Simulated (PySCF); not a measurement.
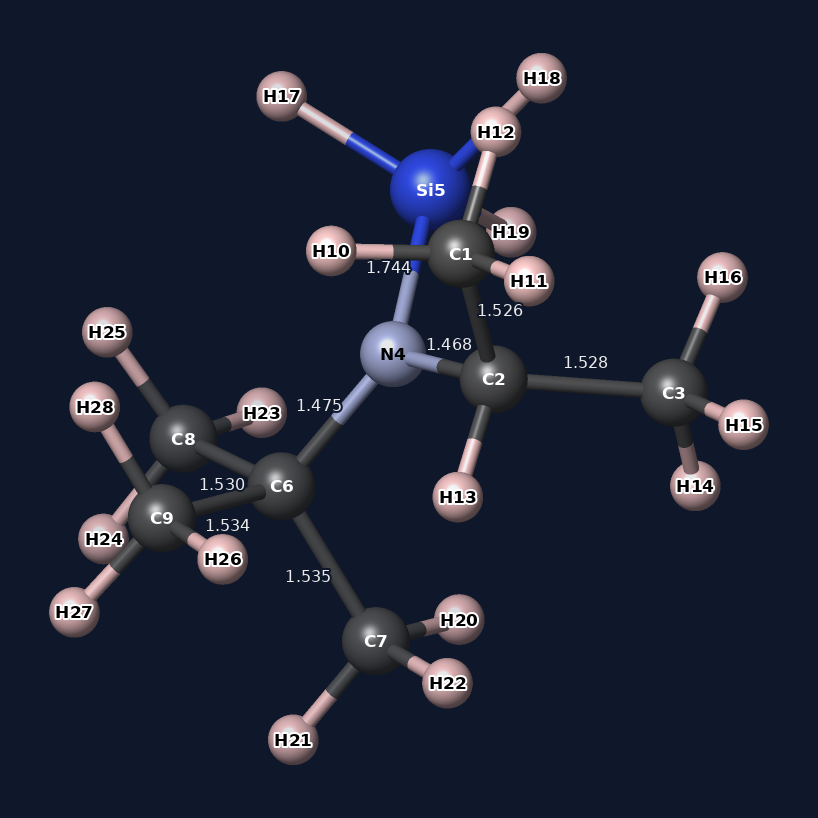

Bond lengths are marked in Å; every bond is drawn as one stick. The computed structure is the end point of a PBE0-D3(BJ)/def2-SVP optimisation. No frequency run is at hand to confirm it as a minimum.

**Assign a bond order to each marked bond.**

C1–C2 single; C2–C3 single; C2–N4 single; N4–Si5 single; N4–C6 single; C6–C7 single; C6–C8 single; C6–C9 single.

**Write the SMILES.**

CC(C)N([SiH3])C(C)(C)C
